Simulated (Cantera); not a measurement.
Charge: 1 mol SiHCl3, a varied amount of NH3, 2.4 mol N2, at 1498 K and 0.00130 bar.

Equilibrium computed with Cantera from the NASA thermochemical tables; the gas is ideal and each condensed phase is pure. Candidate condensed phases: NH4Cl, Si, Si3N4; 28 gas species. The tables' values for SiCl3, SiCl are old estimates; treat these amounts as uncertain. Rates play no part.

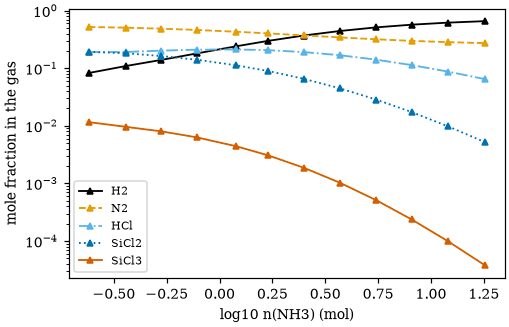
Figure. Equilibrium gas composition (values under 1e-9 drawn at 1e-9)

At 0.24 mol NH3 nothing is condensed. From 0.36 mol NH3 to 18 mol NH3 the condensed part is Si3N4(s). The main Si-bearing gas is SiCl2 throughout. The share of Si in condensed phases is highest at 18 mol NH3 (79.1 %) and lowest at 0.24 mol NH3 (0.0 %).
